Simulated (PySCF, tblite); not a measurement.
# C₅H₂F₁₀: electronic excitations, NMR shifts

Aim: compute the electronic excitations, NMR shifts of C₅H₂F₁₀ (`FC(F)C(F)(F)C(F)(F)C(F)(F)C(F)F`).

Computed with tblite 0.8.0 and PySCF 2.14.0 and routines of our own; the level stands in each step. Atoms count from 0.

## Step 1: The starting structure

17 atoms, charge 0, multiplicity 1; geometry from: force field, distance geometry or constructed start.

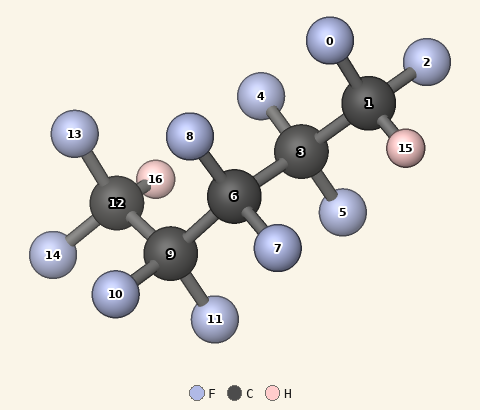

The starting geometry (fluorine light blue, carbon dark grey, hydrogen pink).

## Step 2: Geometry optimisation with GFN2-xTB

The job: settings as JSON, then the geometry in Å.

```
{"job": {"kind": "relax", "xc": "GFN2-xTB", "basis": "xTB"}, "charge": 0, "multiplicity": 1}
F     -1.935300     0.070700    -2.172100
C     -2.206100     0.364700    -0.879100
F     -2.894200     1.529200    -0.878100
C     -0.924500     0.527200    -0.078400
F     -0.179800     1.549500    -0.557800
F     -1.230400     0.864100     1.208100
C     -0.123100    -0.758500    -0.095000
F     -0.930400    -1.781200     0.324400
F      0.236600    -1.079600    -1.365500
C      1.099500    -0.705400     0.806000
F      1.719100    -1.925100     0.771700
F      0.720100    -0.523200     2.102200
C      2.091700     0.377000     0.417500
F      2.451300     0.270600    -0.893600
F      3.240100     0.251500     1.134200
H     -2.860000    -0.410100    -0.454300
H      1.721200     1.386000     0.603900
```

Command:

```console
> OMP_NUM_THREADS=1 python large_run.py task.json out
```

The driver reads the jobs from task.json and runs them one after another.

Output:

```text
step      E/eV     max force
  0   -1605.58230    1.631
  1   -1605.68230    0.390
  2   -1605.69256    0.282
  3   -1605.70522    0.182
  4   -1605.70913    0.154
  5   -1605.71424    0.202
  6   -1605.71844    0.215
  7   -1605.72272    0.165
  8   -1605.72555    0.109
  9   -1605.72755    0.100
 10   -1605.72927    0.110
 11   -1605.73097    0.100
 12   -1605.73245    0.081
 13   -1605.73315    0.067
 14   -1605.73440    0.055
 15   -1605.73475    0.051
 16   -1605.73547    0.064
 17   -1605.73587    0.065
 18   -1605.73640    0.058
 19   -1605.73687    0.050
 20   -1605.73733    0.052
 21   -1605.73772    0.053
 22   -1605.73811    0.045
 23   -1605.73859    0.055
 24   -1605.73921    0.057
 25   -1605.73988    0.067
 26   -1605.74038    0.064
 27   -1605.74066    0.043
 28   -1605.74083    0.029
 29   -1605.74097    0.028
 30   -1605.74112    0.035
 31   -1605.74129    0.038
 32   -1605.74152    0.037
 33   -1605.74183    0.051
 34   -1605.74219    0.056
 35   -1605.74248    0.042
 36   -1605.74269    0.034
 37   -1605.74286    0.033
 38   -1605.74301    0.034
 39   -1605.74319    0.036
 40   -1605.74345    0.039
 41   -1605.74373    0.033
 42   -1605.74396    0.030
 43   -1605.74409    0.024
 44   -1605.74417    0.021
 45   -1605.74424    0.020
```

Wall time 0.62 s (1 thread of Intel Xeon Platinum 8259CL at 2.50GHz, shared host); peak memory 0.18 GiB.

Step by step:

```
step  energy from step 0 (eV)  largest force (eV/Å)
   0                   0.0000                1.6316
   1                  -0.1000                0.3902
   2                  -0.1103                0.2816
   3                  -0.1229                0.1818
   4                  -0.1268                0.1546
   5                  -0.1319                0.2020
   6                  -0.1361                0.2150
   7                  -0.1404                0.1657
   8                  -0.1433                0.1091
  11                  -0.1487                0.1003
  14                  -0.1521                0.0556
  17                  -0.1536                0.0653
  20                  -0.1550                0.0523
  23                  -0.1563                0.0554
  26                  -0.1581                0.0641
  29                  -0.1587                0.0282
  32                  -0.1592                0.0371
  35                  -0.1602                0.0422
  38                  -0.1607                0.0344
  41                  -0.1614                0.0329
  42                  -0.1617                0.0296
  43                  -0.1618                0.0235
  44                  -0.1619                0.0206
  45                  -0.1619                0.0193
```

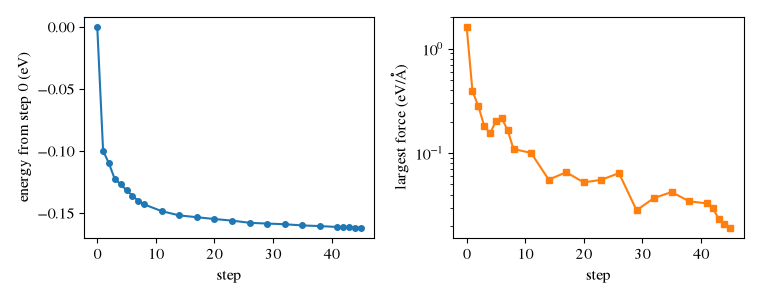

Energy and largest force along the relaxation.

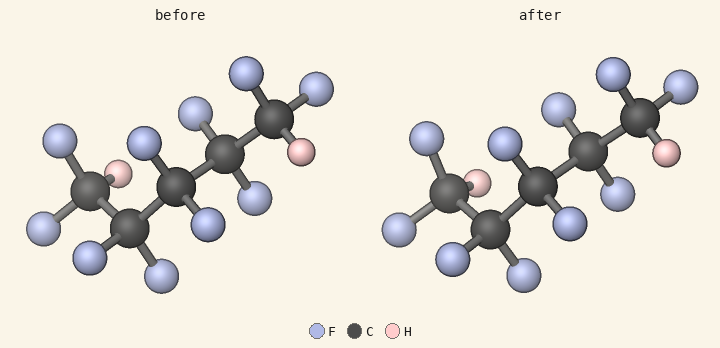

The geometry before (left) and after (right).

Distances of close pairs at the start and the end, largest changes first:

```
   bond  before (Å)  after (Å)  change (Å)
  C3–C6       1.515      1.557      +0.042
  C6–C9       1.520      1.561      +0.042
 C9–C12       1.519      1.555      +0.036
  C1–C3       1.520      1.553      +0.033
 C9–F10       1.368      1.343      -0.026
C12–F13       1.364      1.340      -0.024
C12–F14       1.359      1.339      -0.020
  C6–F8       1.359      1.340      -0.019
```

The end geometry stands in the next job.

## Step 3: Electronic excitations: TDA CAM-B3LYP/6-31G*

The job: settings as JSON, then the geometry in Å.

```
{"job": {"kind": "uv", "basis": "6-31G*", "grid": 1, "kgrid": 0, "vcut": 1.5, "nstates": 6, "ntriplets": 2, "tda": true, "delta": ["ip_vertical"], "pop": true, "xc": "CAM-B3LYP"}, "charge": 0, "multiplicity": 1}
F     -2.046678     0.007988    -2.174952
C     -2.285337     0.360527    -0.906380
F     -2.947352     1.524761    -0.922627
C     -0.951912     0.544039    -0.131326
F     -0.217514     1.546371    -0.649846
F     -1.248221     0.904964     1.134887
C     -0.107659    -0.764378    -0.108963
F     -0.915264    -1.762773     0.313715
F      0.277679    -1.080971    -1.352690
C      1.140580    -0.713175     0.827604
F      1.717407    -1.925282     0.807907
F      0.727731    -0.503848     2.095541
C      2.179722     0.384947     0.465702
F      2.395275     0.423962    -0.855917
F      3.343652     0.089416     1.058068
H     -2.910971    -0.404700    -0.418426
H      1.844662     1.375371     0.811757
```

Level: TDA CAM-B3LYP/6-31G*, vertical, gas phase, core orbitals frozen in the response, virtual orbitals cut by energy.

Output:

```text
start: PBE on a coarse grid of 16791 points
cycle   1  E = -1188.5173257310  dE =  2.481e+00  |g| = 1.555e+00  |ddm| = 4.309e+00
cycle   2  E = -1186.8898142640  dE =  1.628e+00  |g| = 3.568e+00  |ddm| = 3.702e+00
cycle   3  E = -1188.9015130898  dE = -2.012e+00  |g| = 1.723e-01  |ddm| = 2.770e+00
cycle   4  E = -1188.9048907245  dE = -3.378e-03  |g| = 1.224e-01  |ddm| = 2.585e-01
cycle   5  E = -1188.9072677043  dE = -2.377e-03  |g| = 3.830e-02  |ddm| = 1.071e-01
cycle   6  E = -1188.9075280082  dE = -2.603e-04  |g| = 5.156e-03  |ddm| = 3.208e-02
final grid: 78455 points
cycle   7  E = -1189.7708645171  dE = -8.143e-03  |g| = 1.622e-01  |ddm| = 3.995e-01
cycle   8  E = -1189.7682335495  dE =  2.631e-03  |g| = 2.077e-01  |ddm| = 2.167e-01
cycle   9  E = -1189.7751843480  dE = -6.951e-03  |g| = 7.693e-03  |ddm| = 1.301e-01
cycle  10  E = -1189.7751951860  dE = -1.084e-05  |g| = 3.858e-03  |ddm| = 7.375e-03
cycle  11  E = -1189.7751951187  dE =  6.724e-08  |g| = 1.196e-03  |ddm| = 3.304e-03
cycle  12  E = -1189.7751990256  dE = -3.907e-06  |g| = 1.152e-04  |ddm| = 8.828e-04
cycle  13  E = -1189.7751977779  dE =  1.248e-06  |g| = 5.794e-05  |ddm| = 1.991e-04
converged SCF energy = -1189.7751977779
Vertical ionisation energy (delta-SCF) = 11.7722 eV   <S^2> = 0.753

Static polarisability (au): isotropic 49.585, principal 47.234 47.295 54.225

Singlet excitations
state   eV       nm        f      main configurations
  1   9.0594    136.9   0.03691   H->L 0.88
  2   9.4634    131.0   0.02715   H->L+1 0.87
  3   9.8857    125.4   0.00955   H-1->L 0.69, H->L+2 0.13
  4  10.1084    122.7   0.02648   H-1->L+1 0.74, H->L+3 0.10
  5  10.8786    114.0   0.02334   H-2->L 0.38, H-1->L+2 0.19, H->L+2 0.19
  6  11.0307    112.4   0.02338   H-2->L+1 0.39, H-2->L 0.20, H-1->L+3 0.12

Triplet excitations (Tamm-Dancoff, eV): 8.5673 8.8177
```

Wall time 35 s (1 thread of Intel Xeon Platinum 8259CL at 2.50GHz, shared host); peak memory 0.64 GiB.

Frontier orbitals and where they lie:

```
orbital      eV                         atoms
 HOMO−4  -13.23    F14 44 %, F13 19 %, F0 7 %
 HOMO−3  -13.07   F13 33 %, F14 13 %, F8 10 %
 HOMO−2  -12.51      F2 14 %, F0 13 %, F8 9 %
 HOMO−1  -11.47  F13 13 %, F14 12 %, C12 10 %
   HOMO  -10.85     C6 11 %, C9 10 %, C3 10 %
   LUMO    2.25     C6 18 %, C3 17 %, C9 15 %
 LUMO+1    2.45     C6 20 %, C3 15 %, C9 13 %
 LUMO+2    3.64    H15 19 %, C1 18 %, C3 14 %
 LUMO+3    3.76   H16 21 %, C12 19 %, C9 14 %
```

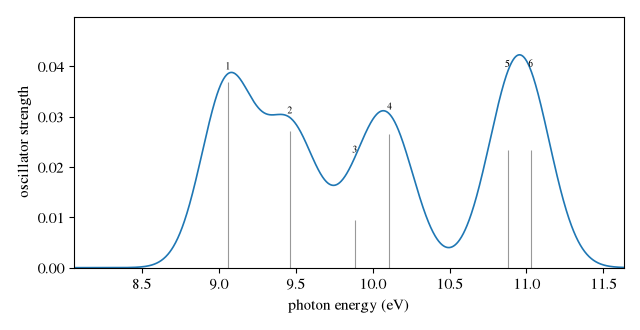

Absorption spectrum from the 6 singlet states computed; above the last one it falls off for lack of states. Lines are broadened to a width of 0.40 eV (Gaussian).

Ground-state properties from the same run:

```
           property  computed
  dipole moment (D)      1.38
polarisability (Å³)      7.35
 HOMO–LUMO gap (eV)     13.10
      −ε(HOMO) (eV)     10.85
```

## Step 4: NMR shifts: GIAO KT3/pcSseg-1

The job, as its differences from that of step 3:

```diff
@@ -1,2 +1,2 @@
-{"job": {"kind": "uv", "basis": "6-31G*", "grid": 1, "kgrid": 0, "vcut": 1.5, "nstates": 6, "ntriplets": 2, "tda": true, "delta": ["ip_vertical"], "pop": true, "xc": "CAM-B3LYP"}, "charge": 0, "multiplicity": 1}
+{"job": {"kind": "nmr", "xc": "KT3", "basis": "pcSseg-1", "pop": false}, "charge": 0, "multiplicity": 1}
 F     -2.046678     0.007988    -2.174952
```

Level: GIAO KT3/pcSseg-1 NMR shielding, non-relativistic, gas phase.

Output:

```text
start: PBE on a coarse grid of 16791 points
cycle   1  E = -1188.3724611041  dE =  2.440e+00  |g| = 1.474e+00  |ddm| = 3.735e+00
cycle   2  E = -1187.0081297007  dE =  1.364e+00  |g| = 3.349e+00  |ddm| = 3.145e+00
cycle   3  E = -1188.6990177378  dE = -1.691e+00  |g| = 1.423e-01  |ddm| = 2.321e+00
cycle   4  E = -1188.7004444575  dE = -1.427e-03  |g| = 1.221e-01  |ddm| = 1.937e-01
cycle   5  E = -1188.7026878138  dE = -2.243e-03  |g| = 3.002e-02  |ddm| = 8.930e-02
cycle   6  E = -1188.7028337558  dE = -1.459e-04  |g| = 6.292e-03  |ddm| = 2.365e-02
final grid: 168676 points
cycle   7  E = -1204.7453021256  dE = -1.324e-02  |g| = 5.050e-01  |ddm| = 5.856e-01
cycle   8  E = -1204.6582491115  dE =  8.705e-02  |g| = 9.087e-01  |ddm| = 8.672e-01
cycle   9  E = -1204.7786671530  dE = -1.204e-01  |g| = 8.162e-02  |ddm| = 6.130e-01
cycle  10  E = -1204.7800262759  dE = -1.359e-03  |g| = 1.203e-02  |ddm| = 7.018e-02
cycle  11  E = -1204.7800464339  dE = -2.016e-05  |g| = 4.705e-03  |ddm| = 1.059e-02
cycle  12  E = -1204.7800496351  dE = -3.201e-06  |g| = 7.885e-04  |ddm| = 3.573e-03
cycle  13  E = -1204.7800486092  dE =  1.026e-06  |g| = 3.529e-04  |ddm| = 7.927e-04
cycle  14  E = -1204.7800493403  dE = -7.311e-07  |g| = 6.443e-05  |ddm| = 2.532e-04
converged SCF energy = -1204.7800493403

GIAO shielding tensors (ppm)
atom      isotropic    diamagn.    paramagn.     s11        s22        s33       span
  0 F      306.465     472.066    -165.601    210.272    319.209    389.915    179.643
  1 C       70.978     240.227    -169.249     51.304     73.252     88.378     37.074
  2 F      318.894     466.455    -147.562    210.622    335.424    410.635    200.013
  3 C       68.914     243.962    -175.048     53.783     71.928     81.031     27.247
  4 F      311.538     476.359    -164.821    225.559    341.585    367.470    141.911
  5 F      298.827     475.359    -176.532    212.470    329.586    354.425    141.955
  6 C       67.885     247.497    -179.611     51.611     72.126     79.919     28.307
  7 F      308.761     474.634    -165.873    215.786    343.441    367.056    151.270
  8 F      293.224     475.101    -181.877    209.351    318.316    352.005    142.653
  9 C       68.228     244.784    -176.556     52.243     70.709     81.731     29.488
 10 F      314.494     470.253    -155.759    218.025    336.944    388.513    170.488
 11 F      291.630     474.116    -182.486    198.162    314.568    362.161    163.999
 12 C       69.534     243.703    -174.169     51.184     74.172     83.247     32.064
 13 F      303.528     474.205    -170.677    206.985    318.900    384.700    177.715
 14 F      314.095     465.447    -151.352    215.590    330.968    395.726    180.136
 15 H       25.128      26.989      -1.861     22.565     25.663     27.156      4.591
 16 H       25.312      28.595      -3.283     22.573     25.890     27.472      4.899
```

Wall time 18 s (1 thread of Intel Xeon Platinum 8259CL at 2.50GHz, shared host); peak memory 0.54 GiB.

Shifts follow as δ = σ(reference) − σ, with reference shieldings (ppm) from runs at the same level and on the same kind of geometry: $^{1}$H TMS 31.76, $^{13}$C TMS 184.7, $^{19}$F CFCl3 142.4. The references are single molecules in the gas phase, so shifts against H2O, NH3, PH3, H3PO4 or CFCl3 are not on the usual liquid scales and can be off by tens of ppm. Atoms listed in one row are averaged.

```
           atoms                                 environment  σ (ppm)  δ (ppm)
              C6  fully substituted sp3 carbon bonded to 2 F     67.9    116.8
          C3, C9  fully substituted sp3 carbon bonded to 2 F     68.6    116.2
         C1, C12                        sp3 CH bonded to 2 F     70.3    114.5
        H15, H16         hydrogen on an sp3 CH bonded to 2 F    25.22     6.54
          F7, F8                     fluorine of a CF2 group    301.0   -158.6
F4, F5, F10, F11                     fluorine of a CF2 group    304.1   -161.8
F0, F2, F13, F14                     fluorine of a CF2 group    310.7   -168.4
```

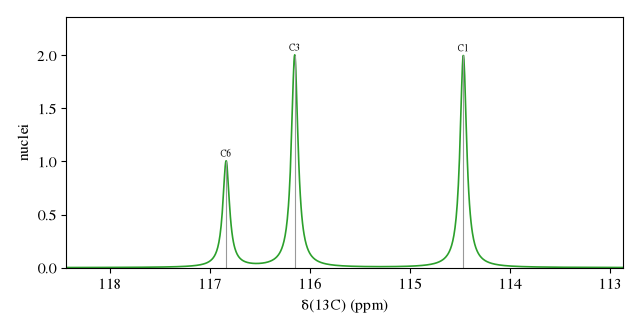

$^{13}$C lines at the computed shifts, without couplings. Lines are broadened to a width of 0.08 ppm (Lorentzian).

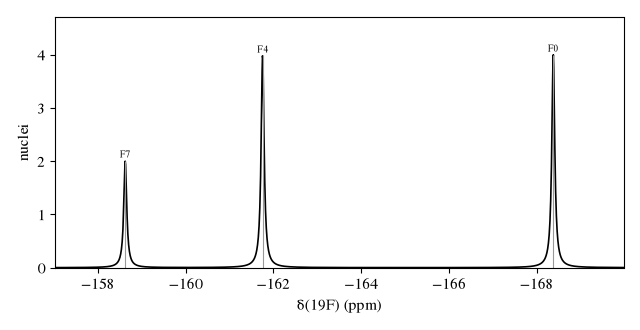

$^{19}$F lines at the computed shifts, without couplings. Lines are broadened to a width of 0.08 ppm (Lorentzian).

## Step 5: What came out

```
                                                                     quantity                        value
                                            lowest singlet (CAM-B3LYP/6-31G*)  9.06 eV (137 nm), f = 0.037
                                                               lowest triplet                      8.57 eV
                                            vertical ionisation energy (ΔSCF)                     11.77 eV
  $^{13}$C shifts against TMS (KT3/pcSseg-1, means over atoms taken as alike)      116.8, 116.2, 114.5 ppm
   $^{1}$H shifts against TMS (KT3/pcSseg-1, means over atoms taken as alike)                     6.54 ppm
$^{19}$F shifts against CFCl3 (KT3/pcSseg-1, means over atoms taken as alike)   -158.6, -161.8, -168.4 ppm
```

The first singlet state (HOMO→LUMO 0.88) lies at 9.06 eV and is weak. The lowest triplet lies 0.49 eV below the lowest singlet. The basis of CAM-B3LYP/6-31G* has no diffuse functions, so Rydberg states are missing and the high states are unreliable. ΔSCF puts the ionisation energy at 11.77 eV, 0.92 eV above −ε(HOMO). At KT3/pcSseg-1: Shielding is most anisotropic at F0, F2, F13, F14 (span 184 ppm, paramagnetic term -159 ppm).
